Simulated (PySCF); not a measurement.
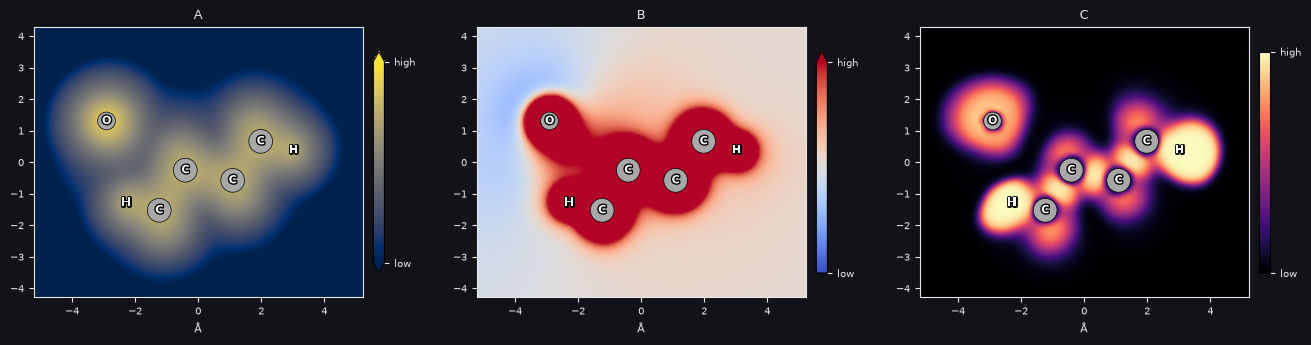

C₅H₁₁ClO₂S (SMILES CC[C@H](C)CS(=O)(=O)Cl): 3 fields on the plane of atoms C1, C2 and C3, with unlabelled colour scales. Grey discs cover the atomic cores.

Geometry: GFN2-xTB.

All numbers below come from PBE0/pcSseg-1, SCF density, gas phase, non-relativistic (PySCF 2.14.0).

Which field does each panel show? The fields are: electron density, electron localisation function and electrostatic potential.

Panel A: electron density. Panel B: electrostatic potential (strongly positive close to the atoms, with negative regions outside electron-rich atoms). Panel C: electron localisation function. From the grid: C–C (1.52 Å): ρ at the midpoint is about 1.6 e/Å³; the ELF peaks at about 0.95 between the atoms, as expected for localised, covalent bonding.
